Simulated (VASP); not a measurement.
# SnPPt with LDA: from relaxation to properties, part 3 of 5

Wanted: the relaxed cell of SnPPt and its properties. The cell is invented: it takes the structure of a Materials Project entry for SrPPt (space group 187 there), with some of its atoms replaced by other elements, volume scaled by an estimate. It may not be a known or stable phase.

VASP 6.6.1; LDA; plane waves and PAW (Pt, Sn_d, P); invented cell.

Still holding for the runs below: This run has no spin polarisation. Its electron count is odd, so without a moment it is a metal by construction.

So far. Step 3 (Second relaxation): It ends with forces that vanish by symmetry and a pressure of 0.03 GPa. Step 4 (Density, ELF and potential (LDA)): In this run the pressure is -0.02 GPa, small enough to go on.

**5. Band structure (LDA)**

The mesh alone shows little of the dispersion and can miss band extrema, so KPOINTS_OPT adds a path through the symmetry points after the self-consistent cycle.

INCAR

```
SYSTEM = SnPPt
PREC = Accurate
ENCUT = 400
EDIFF = 1E-06
NELM = 100
ISMEAR = 0
SIGMA = 0.05
LREAL = .FALSE.
ALGO = Normal
GGA = CA
NBANDS = 27
LORBIT = 11
LWAVE = .FALSE.
LCHARG = .FALSE.
```

POSCAR

```
SnPPt
1.0
    3.9731288998      0.0000000150      0.0000000000
   -1.9865649241      3.4408311824      0.0000000000
    0.0000000000      0.0000000000      4.3548036121
Pt Sn P
1 1 1
Direct
    0.0000000000      0.0000000000      0.5000000000
    0.6666666700      0.3333333300      0.0000000000
    0.3333333300      0.6666666700      0.5000000000
```

KPOINTS

```
Automatic mesh
0
Gamma
7 7 5
0 0 0
```

KPOINTS_OPT

```
Line mode
16
Line-mode
Reciprocal
  0.00000000   0.00000000   0.00000000 GAMMA
  0.50000000   0.00000000   0.00000000 M

  0.50000000   0.00000000   0.00000000 M
  0.33333333   0.33333333   0.00000000 K

  0.33333333   0.33333333   0.00000000 K
  0.00000000   0.00000000   0.00000000 GAMMA

  0.00000000   0.00000000   0.00000000 GAMMA
  0.00000000   0.00000000   0.50000000 A

  0.00000000   0.00000000   0.50000000 A
  0.50000000   0.00000000   0.50000000 L

  0.50000000   0.00000000   0.50000000 L
  0.33333333   0.33333333   0.50000000 H

  0.33333333   0.33333333   0.50000000 H
  0.00000000   0.00000000   0.50000000 A

  0.50000000   0.00000000   0.50000000 L
  0.50000000   0.00000000   0.00000000 M

  0.33333333   0.33333333   0.00000000 K
  0.33333333   0.33333333   0.50000000 H
```

The projector-augmented-wave data sets are Pt, Sn_d and P (LDA family, release 64).

Started as:

```
> mpirun -np 1 vasp_std
```

What it wrote:

```text
[... set-up lines as in an earlier step ...]
 entering main loop
       N       E                     dE             d eps       ncg     rms          rms(c)
DAV:   1     0.206280395559E+03    0.20628E+03   -0.11224E+04  1425   0.118E+03
DAV:   2     0.267332354249E+01   -0.20361E+03   -0.18916E+03  1329   0.357E+02
DAV:   3    -0.186964883475E+02   -0.21370E+02   -0.20951E+02  1485   0.904E+01
DAV:   4    -0.193000569511E+02   -0.60357E+00   -0.60270E+00  1580   0.153E+01
DAV:   5    -0.193139199938E+02   -0.13863E-01   -0.13861E-01  1590   0.253E+00    0.135E+01
DAV:   6    -0.187841039295E+02    0.52982E+00   -0.26999E+00  1469   0.912E+00    0.721E+00
DAV:   7    -0.186717093772E+02    0.11239E+00   -0.54798E-01  1556   0.468E+00    0.385E+00
DAV:   8    -0.186367221298E+02    0.34987E-01   -0.71626E-02  1543   0.146E+00    0.521E-01
DAV:   9    -0.186357177188E+02    0.10044E-02   -0.50574E-03  1590   0.468E-01    0.195E-01
DAV:  10    -0.186355799839E+02    0.13773E-03   -0.53205E-04  1620   0.170E-01    0.650E-02
DAV:  11    -0.186355680841E+02    0.11900E-04   -0.49411E-05  1621   0.430E-02    0.236E-02
DAV:  12    -0.186355686456E+02   -0.56149E-06   -0.45885E-06  1462   0.103E-02
   1 F= -.18635569E+02 E0= -.18633717E+02  d E =-.370259E-02
 Start KPOINTS_OPT (optional k-point list driver)
k-point batch [1-24\144]
       N       E                     dE             ncg
DAV:   1     0.387313877017E+04   -0.79582E+04     1466
DAV:   2    -0.927045453520E+03   -0.48002E+04     1363
DAV:   3    -0.143070126329E+04   -0.50366E+03     1521
DAV:   4    -0.144533006809E+04   -0.14629E+02     1522
DAV:   5    -0.144568133835E+04   -0.35127E+00     1617
DAV:   6    -0.144569601788E+04   -0.14680E-01     1553
DAV:   7    -0.144569702510E+04   -0.10072E-02     1851
DAV:   8    -0.144569703546E+04   -0.10363E-04     1380
DAV:   9    -0.144569703573E+04   -0.26790E-06      878
[...]
k-point batch [121-144\144]
       N       E                     dE             ncg
DAV:   1     0.369677233006E+04   -0.16726E+05     1479
DAV:   2    -0.101108165633E+04   -0.47079E+04     1352
DAV:   3    -0.151304256267E+04   -0.50196E+03     1562
DAV:   4    -0.152754727818E+04   -0.14505E+02     1594
DAV:   5    -0.152791722119E+04   -0.36994E+00     1710
DAV:   6    -0.152792968424E+04   -0.12463E-01     1625
DAV:   7    -0.152793031128E+04   -0.62704E-03     1840
DAV:   8    -0.152793032293E+04   -0.11645E-04     1359
DAV:   9    -0.152793032331E+04   -0.37842E-06     1155
```

Wall time 81 s (1 MPI rank of Intel Xeon Platinum 8488C (Sapphire Rapids), shared host); peak memory 0.17 GiB.

Parts of OUTCAR (step 5):

```text
   k-points           NKPTS =     24   k-points in BZ     NKDIM =     24   number of bands    NBANDS=     27

   NELECT =      29.0000    total number of electrons

 E-fermi :   8.3305

 k-point     1 :       0.0000    0.0000    0.0000
  band No.  band energies     occupation
    ...
      9       2.1765      2.00000
     10       4.6945      2.00000
     11       5.2214      2.00000
     12       5.2214      2.00000
     13       6.8769      2.00000
     14      10.5887      0.00000
     15      10.5887      0.00000
     16      11.0195      0.00000
     17      11.7062      0.00000
     18      11.7062      0.00000
    ...

  Total       -0.0049403     -0.0049403     -0.0047437      0.0000000     -0.0000000      0.0000000
  in kB       -0.1329545     -0.1329546     -0.1276622      0.0000000     -0.0000000      0.0000000
  external PRESSURE =      -0.1311904 kB  Pullay stress =       0.0000000 kB

 POSITION                                       TOTAL-FORCE (eV/Angst)
 -----------------------------------------------------------------------------------
      0.00000      0.00000      2.17740        -0.000000      0.000000      0.000000
      1.98656      1.14694      0.00000         0.000000     -0.000000      0.000000
     -0.00000      2.29389      2.17740        -0.000000      0.000000      0.000000
 -----------------------------------------------------------------------------------
    total drift:                               -0.000005      0.000009     -0.000000

  FREE ENERGIE OF THE ION-ELECTRON SYSTEM (eV)
  ---------------------------------------------------
  free  energy   TOTEN  =       -18.6355686456 eV

  energy  without entropy=      -18.6318660526  energy(sigma->0) =      -18.63371735

[... 8 parts as in an earlier step ...]

[... 8 further parts left out ...]
```

Spin-orbit coupling is off here; with elements this heavy it splits and shifts levels by tenths of an eV or more.

Numbers from this step:

```
bands    : 27
pressure : -0.01312 GPa
```

The electronic bands at the labelled points (eV, zero at the Fermi level; # counts the bands kept, so #1 is VASP's band 7):

| point | #5 | #6 | #7 | #8 | #9 | #10 | #11 | #12 |
| --- | --- | --- | --- | --- | --- | --- | --- | --- |
| Γ | -3.11 | -3.11 | -1.45 | 2.26 | 2.26 | 2.69 | 3.38 | 3.38 |
| M | -4.14 | -3.27 | -1.93 | -1.57 | 0.06 | 2.02 | 2.31 | 4.16 |
| K | -4.01 | -3.91 | -2.72 | -0.35 | 0.95 | 1.09 | 3.13 | 4.07 |
| Γ | -3.11 | -3.11 | -1.45 | 2.26 | 2.26 | 2.69 | 3.38 | 3.38 |
| A | -3.31 | -2.90 | 0.76 | 1.00 | 2.92 | 2.92 | 3.21 | 3.21 |
| L | -3.88 | -3.80 | -2.41 | -1.12 | -0.94 | 1.87 | 3.06 | 3.11 |
| H | -4.19 | -2.38 | -2.18 | -2.04 | -1.80 | -0.38 | 4.72 | 5.90 |
| A | -3.31 | -2.90 | 0.76 | 1.00 | 2.92 | 2.92 | 3.21 | 3.21 |
| jump to L | -3.88 | -3.80 | -2.41 | -1.12 | -0.94 | 1.87 | 3.06 | 3.11 |
| M | -4.14 | -3.27 | -1.93 | -1.57 | 0.06 | 2.02 | 2.31 | 4.16 |
| jump to K | -4.01 | -3.91 | -2.72 | -0.35 | 0.95 | 1.09 | 3.13 | 4.07 |
| H | -4.19 | -2.38 | -2.18 | -2.04 | -1.80 | -0.38 | 4.72 | 5.90 |

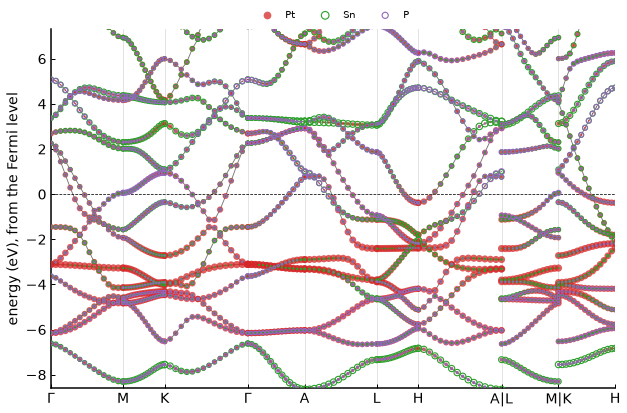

Electronic bands along the path; dots are coloured as in the legend, and their area grows with the weight.

There is no gap at this level.

**6. Density of states (LDA)**

A density of states needs more k-points than a total energy; ISMEAR = -5 takes tetrahedra, and LORBIT projects the states on the PAW spheres. The mesh is finer than in the run before.

Changes to INCAR since step 5:

```diff
@@ -5,3 +5,3 @@
 NELM = 100
-ISMEAR = 0
+ISMEAR = -5
 SIGMA = 0.05
@@ -14 +14,2 @@
 LCHARG = .FALSE.
+NEDOS = 2001
```

POSCAR is that of step 5.

KPOINTS

```
Automatic mesh
0
Gamma
10 10 8
0 0 0
```

Started as:

```
> mpirun -np 1 vasp_std
```

What it wrote:

```text
[... set-up lines as in an earlier step ...]
 entering main loop
       N       E                     dE             d eps       ncg     rms          rms(c)
DAV:   1     0.203258930317E+03    0.20326E+03   -0.11206E+04  4157   0.118E+03
DAV:   2     0.248976117255E+01   -0.20077E+03   -0.18621E+03  3915   0.348E+02
DAV:   3    -0.186860689427E+02   -0.21176E+02   -0.20757E+02  4465   0.906E+01
DAV:   4    -0.192907479075E+02   -0.60468E+00   -0.60380E+00  4574   0.153E+01
DAV:   5    -0.193047118219E+02   -0.13964E-01   -0.13965E-01  4769   0.251E+00    0.135E+01
DAV:   6    -0.187854275963E+02    0.51928E+00   -0.26119E+00  4369   0.904E+00    0.713E+00
DAV:   7    -0.186675667326E+02    0.11786E+00   -0.54673E-01  4628   0.457E+00    0.380E+00
DAV:   8    -0.186350557755E+02    0.32511E-01   -0.69271E-02  4451   0.142E+00    0.553E-01
DAV:   9    -0.186340142356E+02    0.10415E-02   -0.52663E-03  4692   0.481E-01    0.198E-01
DAV:  10    -0.186338062034E+02    0.20803E-03   -0.63080E-04  4712   0.180E-01    0.642E-02
DAV:  11    -0.186338425364E+02   -0.36333E-04   -0.63424E-05  4690   0.512E-02    0.231E-02
DAV:  12    -0.186338436645E+02   -0.11281E-05   -0.48682E-06  4200   0.107E-02    0.858E-03
DAV:  13    -0.186338454010E+02   -0.17366E-05   -0.64076E-07  2358   0.651E-03    0.254E-03
DAV:  14    -0.186338459511E+02   -0.55006E-06   -0.10891E-07  2244   0.189E-03
   1 F= -.18633846E+02 E0= -.18633846E+02  d E =0.000000E+00
 -----------------------------------------------------------------------------
|                                                                             |
|           W    W    AA    RRRRR   N    N  II  N    N   GGGG   !!!           |
|           W    W   A  A   R    R  NN   N  II  NN   N  G    G  !!!           |
|           W    W  A    A  R    R  N N  N  II  N N  N  G       !!!           |
|           W WW W  AAAAAA  RRRRR   N  N N  II  N  N N  G  GGG   !            |
|           WW  WW  A    A  R   R   N   NN  II  N   NN  G    G                |
|           W    W  A    A  R    R  N    N  II  N    N   GGGG   !!!           |
|                                                                             |
|     Tetrahedron method does not include variations of the Fermi             |
|     occupations, so forces and stress will be inaccurate. We suggest        |
|     using a different smearing scheme ISMEAR = 1 or 2 for metals in         |
|     relaxations.                                                            |
|                                                                             |
 -----------------------------------------------------------------------------
```

It took 52 s on 1 MPI rank; peak memory 0.19 GiB.

OUTCAR, selected parts (step 6):

```text
   k-points           NKPTS =     70   k-points in BZ     NKDIM =     70   number of bands    NBANDS=     27

   NELECT =      29.0000    total number of electrons

 E-fermi :   8.3945

 k-point     1 :       0.0000    0.0000    0.0000
  band No.  band energies     occupation
    ...
      9       2.2036      2.00000
     10       4.6917      2.00000
     11       5.2328      2.00000
     12       5.2328      2.00000
     13       6.8811      2.00000
     14      10.5974      0.00000
     15      10.5974      0.00000
     16      11.0225      0.00000
     17      11.7128      0.00000
     18      11.7128      0.00000
    ...

  Total        0.2324966      0.2324967     -0.2757411     -0.0000000     -0.0000000     -0.0000000
  in kB        6.2569494      6.2569517     -7.4207446     -0.0000008     -0.0000000     -0.0000000
  external PRESSURE =       1.6977188 kB  Pullay stress =       0.0000000 kB

 POSITION                                       TOTAL-FORCE (eV/Angst)
 -----------------------------------------------------------------------------------
      0.00000      0.00000      2.17740         0.000000     -0.000000      0.000000
      1.98656      1.14694      0.00000        -0.000000      0.000000      0.000000
     -0.00000      2.29389      2.17740         0.000000      0.000000      0.000000
 -----------------------------------------------------------------------------------
    total drift:                               -0.000005      0.000009     -0.000000

  FREE ENERGIE OF THE ION-ELECTRON SYSTEM (eV)
  ---------------------------------------------------
  free  energy   TOTEN  =       -18.6338459511 eV

  energy  without entropy=      -18.6338459511  energy(sigma->0) =      -18.63384595

[... 6 parts as in an earlier step ...]

[... 10 further parts left out ...]
```

With tetrahedra the forces and stress of a metal are not exact derivatives of the energy.

Numbers from this step:

```
SCF cycles             : 14
irreducible k-points   : 70
free energy (TOTEN)    : -18.63 eV
Fermi energy           : 8.395 eV
pressure               : 0.1698 GPa
DOS at the Fermi level : 1.498 states/eV/cell
```

The density of states has structure finer than the step of the table below, so its rows give means over 2 eV, whole bins alone (the curve runs from -12.0 to 6.69 eV). Peaks (eV: height): total -7.8: 4.01, -4.4: 5.39, -4.1: 4.12, -3.5: 4.93; Pt d -4.4: 3.52, -4.1: 2.40, -3.5: 3.62, -2.2: 2.24; Sn p 2.0: 0.846, 3.2: 0.884, 4.0: 1.07, 4.7: 0.415; P p -6.2: 0.436, -5.1: 0.501, -4.8: 0.446, -4.4: 0.443; Pt p -11.1: 0.146, -1.2: 0.201, 2.0: 0.165, 4.7: 0.146.

States under -12.0 eV and over 6.7 eV are left out. Density of states against energy, zero at the Fermi level; means over each step; 7 of 8 lines; values in states/eV/cell:

| energy (eV) | total | Pt d | Sn p | P p | Pt p | Sn s | Pt s |
| --- | --- | --- | --- | --- | --- | --- | --- |
| -10 | 0.0911 | 0.0110 | 3.6e-4 | 9.4e-5 | 0.00609 | 1.4e-4 | 0.00185 |
| -8 | 0.992 | 0.136 | 0.00596 | 0.0565 | 0.0243 | 0.360 | 0.0334 |
| -6 | 1.64 | 0.716 | 0.0549 | 0.254 | 0.0390 | 0.0568 | 0.102 |
| -4 | 2.95 | 1.85 | 0.137 | 0.155 | 0.0567 | 0.0530 | 0.0619 |
| -2 | 1.96 | 1.00 | 0.0904 | 0.0996 | 0.0914 | 0.137 | 0.0794 |
| 0 | 1.38 | 0.392 | 0.0979 | 0.189 | 0.114 | 0.0759 | 0.0291 |
| 2 | 1.34 | 0.209 | 0.289 | 0.130 | 0.0823 | 0.0163 | 0.0309 |
| 4 | 2.02 | 0.216 | 0.586 | 0.245 | 0.0692 | 0.00730 | 0.0676 |

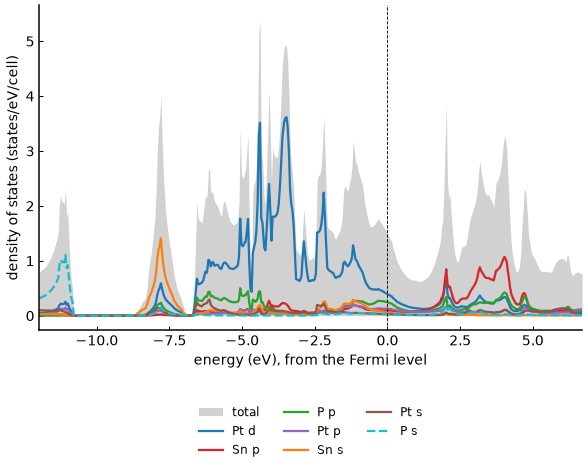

Density of states, plotted against energy.

The finer mesh and the other smearing move the Fermi level by +0.06 eV from the 7×7×5 run, one measure of the sampling error in the zero of the bands above. Of the states within 0.3 eV of the Fermi level, the largest shares in the PAW spheres are Pt d 27 %, P p 16 % and Pt p 8 %. The rest lies in smaller channels or between the spheres.

**7. Volume scan with LDA, volume scale 0.94**

An equation of state needs energies on both sides of the minimum, all on one mesh and cutoff.

INCAR

```
SYSTEM = SnPPt
PREC = Accurate
ENCUT = 400
EDIFF = 1E-06
NELM = 100
ISMEAR = 0
SIGMA = 0.05
LREAL = .FALSE.
ALGO = Normal
GGA = CA
NBANDS = 20
LORBIT = 11
LWAVE = .FALSE.
LCHARG = .FALSE.
ISIF = 2
```

POSCAR

```
SnPPt
1.0
    3.8920218784      0.0000000147      0.0000000000
   -1.9460114037      3.3705904287      0.0000000000
    0.0000000000      0.0000000000      4.2659051246
Pt Sn P
1 1 1
Direct
    0.0000000000      0.0000000000      0.5000000000
    0.6666666700      0.3333333300      0.0000000000
    0.3333333300      0.6666666700      0.5000000000
```

KPOINTS

```
Automatic mesh
0
Gamma
7 7 5
0 0 0
```

Started as:

```
> mpirun -np 1 vasp_std
```

What it wrote:

```text
[... set-up lines as in an earlier step ...]
 entering main loop
       N       E                     dE             d eps       ncg     rms          rms(c)
DAV:   1     0.213720018471E+03    0.21372E+03   -0.12158E+04   992   0.162E+03
DAV:   2     0.122270820179E+01   -0.21250E+03   -0.20359E+03   992   0.428E+02
DAV:   3    -0.186200114959E+02   -0.19843E+02   -0.19353E+02  1144   0.113E+02
DAV:   4    -0.192483035700E+02   -0.62829E+00   -0.62645E+00  1076   0.205E+01
DAV:   5    -0.192662481663E+02   -0.17945E-01   -0.17943E-01  1224   0.368E+00    0.156E+01
DAV:   6    -0.186887594730E+02    0.57749E+00   -0.36684E+00  1044   0.125E+01    0.807E+00
DAV:   7    -0.185775621042E+02    0.11120E+00   -0.68671E-01  1080   0.659E+00    0.426E+00
DAV:   8    -0.185408171173E+02    0.36745E-01   -0.90471E-02  1088   0.208E+00    0.673E-01
DAV:   9    -0.185395693046E+02    0.12478E-02   -0.73810E-03  1188   0.708E-01    0.215E-01
DAV:  10    -0.185394430754E+02    0.12623E-03   -0.11920E-03  1084   0.284E-01    0.782E-02
DAV:  11    -0.185394115018E+02    0.31574E-04   -0.19172E-04  1120   0.115E-01    0.313E-02
DAV:  12    -0.185394120397E+02   -0.53798E-06   -0.18789E-05  1108   0.389E-02    0.179E-02
DAV:  13    -0.185394104403E+02    0.15995E-05   -0.28308E-06   908   0.154E-02    0.461E-03
DAV:  14    -0.185394103729E+02    0.67400E-07   -0.55491E-07   536   0.486E-03
   1 F= -.18539410E+02 E0= -.18537139E+02  d E =-.454349E-02
```

Elapsed: 15 s, on 1 MPI rank; peak memory 0.15 GiB.

Parts of OUTCAR (step 7):

```text
   ENCUT  =  400.0 eV  29.40 Ry    5.42 a.u.   6.35  6.35  6.96*2*pi/ulx,y,z

   NELECT =      29.0000    total number of electrons

 E-fermi :   9.2140

 k-point     1 :       0.0000    0.0000    0.0000
  band No.  band energies     occupation
    ...
      9       2.6001      2.00000
     10       5.2748      2.00000
     11       5.8400      2.00000
     12       5.8400      2.00000
     13       7.8562      2.00000
     14      11.5472      0.00000
     15      11.5472      0.00000
     16      11.9634      0.00000
     17      12.8298      0.00000
     18      12.8298      0.00000
    ...

  Total        3.6429782      3.6429795      2.0131540     -0.0000005     -0.0000000     -0.0000000
  in kB      104.2976928    104.2977310     57.6361730     -0.0000140     -0.0000000     -0.0000000
  external PRESSURE =      88.7438656 kB  Pullay stress =       0.0000000 kB

 POSITION                                       TOTAL-FORCE (eV/Angst)
 -----------------------------------------------------------------------------------
      0.00000      0.00000      2.13295         0.000000     -0.000000      0.000000
      1.94601      1.12353      0.00000        -0.000000      0.000000      0.000000
     -0.00000      2.24706      2.13295        -0.000000      0.000000      0.000000
 -----------------------------------------------------------------------------------
    total drift:                               -0.000006      0.000010     -0.000000

  FREE ENERGIE OF THE ION-ELECTRON SYSTEM (eV)
  ---------------------------------------------------
  free  energy   TOTEN  =       -18.5394103729 eV

  energy  without entropy=      -18.5348668809  energy(sigma->0) =      -18.53713863

[... 3 parts as in an earlier step ...]

[... 13 further parts left out ...]
```

The scan keeps the cell's shape and the fractional positions fixed.

This step gave:

- bands: 20
- irreducible k-points: 24
- free energy (TOTEN): -18.54 eV
- energy at zero smearing: -18.54 eV
- Fermi energy: 9.214 eV
- pressure: 8.874 GPa

The pressure here is 8.87 GPa.

[end of part 3 of 5]

[Lines on the potential files, build, host, timing and source positions are cut from VASP's logs without a mark.]

[Logs are printed without paths, hosts, clocks, repeated set-up lines and the standing remarks that a program may print on its own settings, such as how far it seeks lower states.]

[Hosts, paths, dates, database ids (printed as entryN), source tags and the programs' standing remarks are cut or masked in the printed files.]

[A measured line is paired with the nearest computed mode of its activity, which favours agreement.]

[In band tables of VASP the shares of atoms and orbitals are scaled to a sum of 1 inside the atoms' spheres.]
